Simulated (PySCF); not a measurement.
# CH₁₀B₂NP: NMR shifts at several levels of theory, part 2 of 2

PySCF 2.14.0. Atoms count from 0. The steps go on from the part before.

## (8) Nuclear shieldings: KT2/pcSseg-1

The job: settings as JSON, then the geometry in Å.

```
{"job": {"kind": "nmr", "xc": "KT2", "basis": "pcSseg-1", "pop": false}, "charge": 0, "multiplicity": 1}
C      1.970725     0.169365    -0.382175
B      0.550775     0.493597     0.271994
N     -0.178504    -0.764321     0.968336
B     -1.664656    -0.623330     0.380377
P     -1.036238     0.720039    -0.934998
H      2.712139    -0.091116     0.394062
H      1.945872    -0.666537    -1.103438
H      2.368875     1.045998    -0.917536
H      0.505700     1.441702     1.040101
H      0.251431    -1.646135     0.691636
H     -0.146336    -0.726320     1.985374
H     -2.402802    -0.082678     1.180641
H     -2.091909    -1.652540    -0.104859
H     -0.946029     0.338043    -2.295073
H     -1.676712     1.975174    -1.020578
```

Method: GIAO KT2/pcSseg-1 NMR shielding, non-relativistic, gas phase.

Log:

```text
coarse grid: 12144 points
cycle   1  E = -495.2498431055  dE =  1.976e-01  |g| = 5.679e-01  |ddm| = 3.286e+00
cycle   2  E = -495.0974672550  dE =  1.524e-01  |g| = 9.050e-01  |ddm| = 1.976e+00
cycle   3  E = -495.3506961933  dE = -2.532e-01  |g| = 9.902e-02  |ddm| = 1.395e+00
cycle   4  E = -495.3533529866  dE = -2.657e-03  |g| = 3.877e-02  |ddm| = 1.757e-01
cycle   5  E = -495.3536822774  dE = -3.293e-04  |g| = 1.027e-02  |ddm| = 3.464e-02
cycle   6  E = -495.3537062592  dE = -2.398e-05  |g| = 3.180e-03  |ddm| = 1.501e-02
cycle   7  E = -495.3537092622  dE = -3.003e-06  |g| = 4.744e-04  |ddm| = 4.357e-03
final grid: 110264 points
cycle   8  E = -495.3611362668  dE = -1.879e-04  |g| = 1.395e-02  |ddm| = 4.656e-02
cycle   9  E = -495.3610729700  dE =  6.330e-05  |g| = 1.924e-02  |ddm| = 3.244e-02
cycle  10  E = -495.3611686513  dE = -9.568e-05  |g| = 3.460e-03  |ddm| = 2.554e-02
cycle  11  E = -495.3611716420  dE = -2.991e-06  |g| = 8.830e-04  |ddm| = 4.817e-03
cycle  12  E = -495.3611718460  dE = -2.040e-07  |g| = 1.126e-04  |ddm| = 9.823e-04
cycle  13  E = -495.3611718489  dE = -2.847e-09  |g| = 4.177e-05  |ddm| = 1.891e-04
cycle  14  E = -495.3611718494  dE = -5.102e-10  |g| = 1.144e-05  |ddm| = 6.411e-05
converged SCF energy = -495.3611718494

GIAO shielding tensors (ppm)
atom      isotropic    diamagn.    paramagn.     s11        s22        s33       span
  0 C      175.369     247.974     -72.606    162.495    178.340    185.271     22.776
  1 B      111.177     190.456     -79.279     88.318    117.082    128.132     39.814
  2 N      221.654     318.899     -97.245    205.621    222.389    236.951     31.330
  3 B      123.028     191.711     -68.684    102.503    120.380    146.200     43.697
  4 P      484.170     971.925    -487.755    387.015    494.546    570.949    183.934
  5 H       30.877      29.138       1.739     27.113     27.944     37.575     10.461
  6 H       31.031      30.449       0.582     27.643     30.134     35.317      7.674
  7 H       30.926      29.065       1.862     27.255     28.021     37.502     10.247
  8 H       27.207      29.651      -2.444     25.924     26.813     28.883      2.959
  9 H       29.870      32.175      -2.305     26.016     26.719     36.874     10.858
 10 H       29.161      30.864      -1.703     23.729     25.021     38.733     15.004
 11 H       27.597      28.740      -1.143     23.740     27.902     31.150      7.410
 12 H       27.867      28.360      -0.493     23.638     27.657     32.306      8.668
 13 H       28.026      30.754      -2.728     23.587     26.548     33.942     10.355
 14 H       27.700      30.225      -2.525     22.806     25.951     34.343     11.537
```

Run time: 21 s. Hardware: 1 thread of Arm Neoverse V1, shared host; peak memory 0.74 GiB.

This run: δ C0 7.9, B1 -11.3, B3 -23.1, N2 42.7, H8 3.97, H11 3.58 ppm.

## (9) NMR shieldings: KT3/pcSseg-1

Same as in step 8 but for these lines:

```diff
@@ -1,2 +1,2 @@
-{"job": {"kind": "nmr", "xc": "KT2", "basis": "pcSseg-1", "pop": false}, "charge": 0, "multiplicity": 1}
+{"job": {"kind": "nmr", "xc": "KT3", "basis": "pcSseg-1", "pop": false}, "charge": 0, "multiplicity": 1}
 C      1.970725     0.169365    -0.382175
```

Method: GIAO KT3/pcSseg-1 NMR shielding, non-relativistic, gas phase.

Log:

```text
coarse grid: 12144 points
cycle   1  E = -494.8263513911  dE =  1.760e-01  |g| = 5.770e-01  |ddm| = 3.298e+00
cycle   2  E = -494.6658483520  dE =  1.605e-01  |g| = 9.222e-01  |ddm| = 2.070e+00
cycle   3  E = -494.9318643778  dE = -2.660e-01  |g| = 9.698e-02  |ddm| = 1.456e+00
cycle   4  E = -494.9343929092  dE = -2.529e-03  |g| = 3.963e-02  |ddm| = 1.693e-01
cycle   5  E = -494.9347346560  dE = -3.417e-04  |g| = 1.038e-02  |ddm| = 3.582e-02
cycle   6  E = -494.9347591630  dE = -2.451e-05  |g| = 3.154e-03  |ddm| = 1.489e-02
cycle   7  E = -494.9347621174  dE = -2.954e-06  |g| = 4.903e-04  |ddm| = 4.315e-03
final grid: 110264 points
cycle   8  E = -494.9409356505  dE = -1.872e-04  |g| = 8.497e-03  |ddm| = 4.909e-02
cycle   9  E = -494.9409299482  dE =  5.702e-06  |g| = 7.507e-03  |ddm| = 1.210e-02
cycle  10  E = -494.9409432256  dE = -1.328e-05  |g| = 2.638e-03  |ddm| = 1.005e-02
cycle  11  E = -494.9409451066  dE = -1.881e-06  |g| = 1.899e-04  |ddm| = 3.183e-03
cycle  12  E = -494.9409451164  dE = -9.789e-09  |g| = 7.904e-05  |ddm| = 3.609e-04
cycle  13  E = -494.9409451180  dE = -1.678e-09  |g| = 1.915e-05  |ddm| = 1.032e-04
cycle  14  E = -494.9409451182  dE = -1.107e-10  |g| = 3.320e-06  |ddm| = 3.122e-05
converged SCF energy = -494.9409451182

GIAO shielding tensors (ppm)
atom      isotropic    diamagn.    paramagn.     s11        s22        s33       span
  0 C      174.183     246.852     -72.669    162.467    176.313    183.769     21.302
  1 B      111.615     190.325     -78.710     89.915    117.318    127.612     37.697
  2 N      219.262     318.118     -98.856    204.024    220.017    233.746     29.722
  3 B      122.783     191.512     -68.728    103.436    120.164    144.749     41.313
  4 P      474.532     971.531    -497.000    373.909    485.613    564.074    190.165
  5 H       31.007      29.238       1.769     27.372     28.157     37.493     10.121
  6 H       31.176      30.612       0.564     27.872     30.270     35.384      7.512
  7 H       31.058      29.186       1.872     27.495     28.228     37.450      9.955
  8 H       27.547      29.897      -2.350     26.273     27.128     29.240      2.967
  9 H       29.948      32.302      -2.353     26.122     26.786     36.937     10.815
 10 H       29.271      30.912      -1.642     23.891     25.163     38.758     14.867
 11 H       27.905      28.965      -1.059     24.150     28.162     31.404      7.254
 12 H       28.151      28.615      -0.464     24.049     27.930     32.473      8.424
 13 H       28.226      31.058      -2.832     23.828     26.842     34.007     10.179
 14 H       27.923      30.489      -2.566     23.088     26.278     34.402     11.314
```

It took 20 s on 1 thread of Arm Neoverse V1, shared host; peak memory 0.74 GiB.

This run: δ C0 8.1, B1 -11.1, B3 -22.3, N2 42.7, H8 3.77, H11 3.41 ppm.

## (10) NMR shieldings: B97-D/pcSseg-1

Same as in step 9 but for these lines:

```diff
@@ -1,2 +1,2 @@
-{"job": {"kind": "nmr", "xc": "KT3", "basis": "pcSseg-1", "pop": false}, "charge": 0, "multiplicity": 1}
+{"job": {"kind": "nmr", "xc": "B97-D", "basis": "pcSseg-1", "pop": false}, "charge": 0, "multiplicity": 1}
 C      1.970725     0.169365    -0.382175
```

Level: GIAO B97-D/pcSseg-1 NMR shielding, non-relativistic, gas phase.

Log:

```text
coarse grid: 12144 points
cycle   1  E = -489.7122511525  dE =  1.521e-01  |g| = 5.730e-01  |ddm| = 3.310e+00
cycle   2  E = -489.5565129050  dE =  1.557e-01  |g| = 9.207e-01  |ddm| = 1.937e+00
cycle   3  E = -489.8140981721  dE = -2.576e-01  |g| = 9.430e-02  |ddm| = 1.360e+00
cycle   4  E = -489.8164672576  dE = -2.369e-03  |g| = 4.092e-02  |ddm| = 1.620e-01
cycle   5  E = -489.8168190789  dE = -3.518e-04  |g| = 1.083e-02  |ddm| = 3.474e-02
cycle   6  E = -489.8168456972  dE = -2.662e-05  |g| = 3.298e-03  |ddm| = 1.504e-02
cycle   7  E = -489.8168488352  dE = -3.138e-06  |g| = 5.134e-04  |ddm| = 4.356e-03
final grid: 110264 points
cycle   8  E = -489.8323504597  dE = -9.699e-05  |g| = 8.972e-03  |ddm| = 3.897e-02
cycle   9  E = -489.8323287076  dE =  2.175e-05  |g| = 1.316e-02  |ddm| = 1.503e-02
cycle  10  E = -489.8323661598  dE = -3.745e-05  |g| = 1.537e-03  |ddm| = 9.806e-03
cycle  11  E = -489.8323665445  dE = -3.847e-07  |g| = 7.491e-04  |ddm| = 2.114e-03
cycle  12  E = -489.8323666992  dE = -1.547e-07  |g| = 6.857e-05  |ddm| = 9.351e-04
cycle  13  E = -489.8323667007  dE = -1.520e-09  |g| = 2.704e-05  |ddm| = 1.586e-04
cycle  14  E = -489.8323667009  dE = -2.107e-10  |g| = 4.570e-06  |ddm| = 4.021e-05
converged SCF energy = -489.8323667009

GIAO shielding tensors (ppm)
atom      isotropic    diamagn.    paramagn.     s11        s22        s33       span
  0 C      171.548     246.504     -74.956    160.142    173.791    180.710     20.568
  1 B      108.759     188.933     -80.174     87.234    114.682    124.361     37.127
  2 N      219.144     318.470     -99.326    202.510    220.195    234.725     32.215
  3 B      120.343     190.117     -69.774    101.584    117.732    141.715     40.131
  4 P      452.229     970.629    -518.401    346.962    460.716    549.008    202.046
  5 H       31.091      29.186       1.905     27.491     28.295     37.486      9.995
  6 H       31.281      30.591       0.691     28.041     30.404     35.399      7.358
  7 H       31.138      29.115       2.024     27.606     28.356     37.453      9.847
  8 H       27.684      30.017      -2.334     26.400     27.320     29.331      2.931
  9 H       30.089      32.297      -2.208     26.207     26.935     37.126     10.919
 10 H       29.411      30.874      -1.463     24.053     25.270     38.910     14.857
 11 H       28.044      29.038      -0.994     24.287     28.313     31.531      7.245
 12 H       28.272      28.684      -0.412     24.199     28.078     32.538      8.340
 13 H       28.319      30.999      -2.680     23.925     26.986     34.046     10.121
 14 H       28.008      30.384      -2.376     23.163     26.398     34.463     11.300
```

Wall time 20 s (1 thread of Arm Neoverse V1, shared host); peak memory 0.73 GiB.

This run: δ C0 7.6, B1 -10.5, B3 -22.1, N2 41.7, H8 3.73, H14 3.40 ppm.

## (11) NMR shieldings: B3LYP/pcSseg-1

Same as in step 10 but for these lines:

```diff
@@ -1,2 +1,2 @@
-{"job": {"kind": "nmr", "xc": "B97-D", "basis": "pcSseg-1", "pop": false}, "charge": 0, "multiplicity": 1}
+{"job": {"kind": "nmr", "xc": "B3LYP", "basis": "pcSseg-1", "pop": false}, "charge": 0, "multiplicity": 1}
 C      1.970725     0.169365    -0.382175
```

With the program's defaults for keys left out, this is: GIAO B3LYP/pcSseg-1 NMR shielding, non-relativistic, gas phase.

Log:

```text
coarse grid: 12144 points
cycle   1  E = -489.8729885869  dE =  2.409e-01  |g| = 4.955e-01  |ddm| = 3.250e+00
cycle   2  E = -489.8336291353  dE =  3.936e-02  |g| = 6.246e-01  |ddm| = 1.298e+00
cycle   3  E = -489.9471440466  dE = -1.135e-01  |g| = 5.952e-02  |ddm| = 7.961e-01
cycle   4  E = -489.9479538768  dE = -8.098e-04  |g| = 2.974e-02  |ddm| = 9.244e-02
cycle   5  E = -489.9481376623  dE = -1.838e-04  |g| = 6.527e-03  |ddm| = 2.223e-02
cycle   6  E = -489.9481468712  dE = -9.209e-06  |g| = 1.750e-03  |ddm| = 8.155e-03
final grid: 110264 points
cycle   7  E = -489.9761108997  dE = -3.909e-05  |g| = 5.595e-03  |ddm| = 2.538e-02
cycle   8  E = -489.9761050278  dE =  5.872e-06  |g| = 7.508e-03  |ddm| = 1.097e-02
cycle   9  E = -489.9761186071  dE = -1.358e-05  |g| = 4.418e-04  |ddm| = 6.478e-03
cycle  10  E = -489.9761186492  dE = -4.214e-08  |g| = 2.075e-04  |ddm| = 6.995e-04
cycle  11  E = -489.9761186593  dE = -1.007e-08  |g| = 3.644e-05  |ddm| = 1.945e-04
cycle  12  E = -489.9761186596  dE = -3.580e-10  |g| = 1.129e-05  |ddm| = 6.312e-05
converged SCF energy = -489.9761186596

GIAO shielding tensors (ppm)
atom      isotropic    diamagn.    paramagn.     s11        s22        s33       span
  0 C      172.040     246.335     -74.296    160.383    174.469    181.267     20.883
  1 B      108.316     187.518     -79.202     86.658    114.270    124.018     37.360
  2 N      221.922     318.744     -96.822    204.717    223.071    237.980     33.263
  3 B      120.119     189.101     -68.982    101.439    117.313    141.605     40.166
  4 P      448.315     969.673    -521.358    340.876    458.323    545.746    204.870
  5 H       31.097      29.144       1.954     27.384     28.249     37.660     10.276
  6 H       31.295      30.531       0.764     27.934     30.371     35.580      7.646
  7 H       31.141      29.083       2.058     27.491     28.289     37.643     10.151
  8 H       27.729      29.849      -2.120     26.442     27.261     29.484      3.042
  9 H       30.068      32.197      -2.129     25.985     26.824     37.394     11.408
 10 H       29.381      30.791      -1.409     23.919     25.066     39.160     15.241
 11 H       28.062      28.916      -0.853     24.294     28.228     31.665      7.372
 12 H       28.294      28.541      -0.247     24.223     28.006     32.654      8.431
 13 H       28.350      30.898      -2.548     23.947     26.853     34.249     10.302
 14 H       28.044      30.320      -2.276     23.175     26.257     34.699     11.523
```

Wall time 13 s (1 thread of Arm Neoverse V1, shared host); peak memory 0.73 GiB.

In short: δ C0 7.2, B1 -10.5, B3 -22.3, N2 41.6, H8 3.65, H14 3.34 ppm.

## (12) Comparing the runs: NMR shifts

Shifts (ppm) of some atoms, chosen among heavy atoms and hydrogens apart, with basis size and wall time:

```
           run   C0    H8   H11     B1     B3    N2      P4  functions   time
   HF/pcSseg-1  6.9  3.27  3.03   -8.1  -17.9  23.5  -139.1        142  6.8 s
  LDA/pcSseg-1  6.2  4.05  3.64  -14.2  -27.2  46.8  -180.4        142   15 s
  PBE/pcSseg-1  7.3  3.89  3.51  -13.6  -25.8  44.4  -160.6        142   22 s
 BLYP/pcSseg-1  7.7  3.77  3.41  -10.8  -23.3  48.5  -147.8        142   19 s
 BP86/pcSseg-1  7.1  3.87  3.49  -12.9  -25.1  42.0  -160.1        142   21 s
 OPBE/pcSseg-1  7.2  3.83  3.46  -15.2  -26.1  38.0  -153.4        142   21 s
  KT2/pcSseg-1  7.9  3.97  3.58  -11.3  -23.1  42.7  -158.7        142   21 s
  KT3/pcSseg-1  8.1  3.77  3.41  -11.1  -22.3  42.7  -142.2        142   20 s
B97-D/pcSseg-1  7.6  3.73  3.37  -10.5  -22.1  41.7  -144.4        142   20 s
B3LYP/pcSseg-1  7.2  3.65  3.32  -10.5  -22.3  41.6  -150.9        142   13 s
```

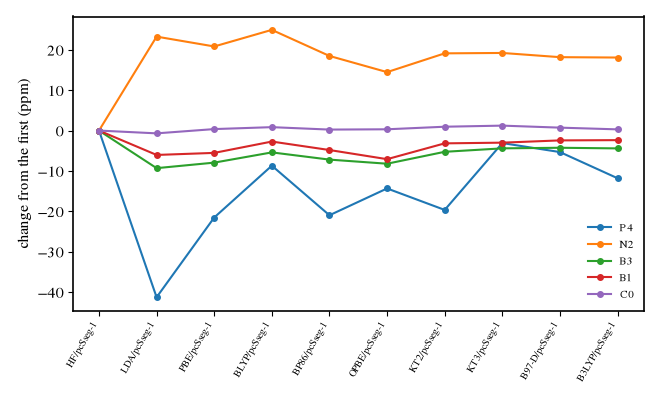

How five of the tabulated atoms move from run to run.

## (13) Results

The summary covers parts 1 to 2.

```
                                                            quantity                                               value
                                13C shifts against TMS (HF/pcSseg-1)                                             6.9 ppm
1H shifts against TMS (HF/pcSseg-1, means over atoms taken as alike)  3.27, 3.26, 3.03, 3.01, 2.84, 1.96, 1.29, 0.17 ppm
                           11B shifts against BF3·OEt2 (HF/pcSseg-1)                                     -8.1, -17.9 ppm
                                15N shifts against NH3 (HF/pcSseg-1)                                            23.5 ppm
                              31P shifts against H3PO4 (HF/pcSseg-1)                                          -139.1 ppm
                                            range of the shift of P4                                -180.4 to -139.1 ppm
```

In words: Single values in the summary come from the first sound run of each kind (HF/pcSseg-1), which need not be the best level. At HF/pcSseg-1: The widest tensor belongs to P4: span 198 ppm, with a paramagnetic part of -472 ppm. Across the 10 runs the shift of P4 moves most, between -180.4 (LDA/pcSseg-1) and -139.1 ppm (HF/pcSseg-1).
